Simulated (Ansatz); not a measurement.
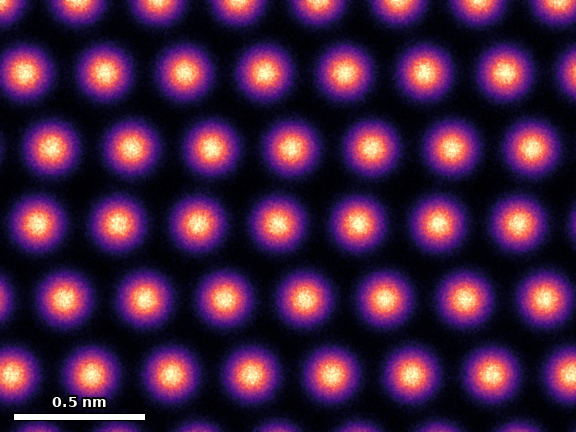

HAADF-like image of Pb (Fm-3m, No. 225) along [110]. Simulated incoherent Z contrast: every atom adds Z^1.7 spread by a probe of 1.30 Å full width; channelling and multiple scattering are left out. Shot noise was added.

One planar defect was built into the perfect crystal by geometry alone, without relaxation. Host structure: a calculation's starting geometry.

Where does the periodic pattern break, and how?

A planar fault (a stacking fault) runs horizontally about 7 Å below the top edge. The part above it is shifted along the boundary by 1/2 of the 3.06 Å repeat of the rows (1.5 Å to the right, the same as to the left); both parts keep the same orientation.
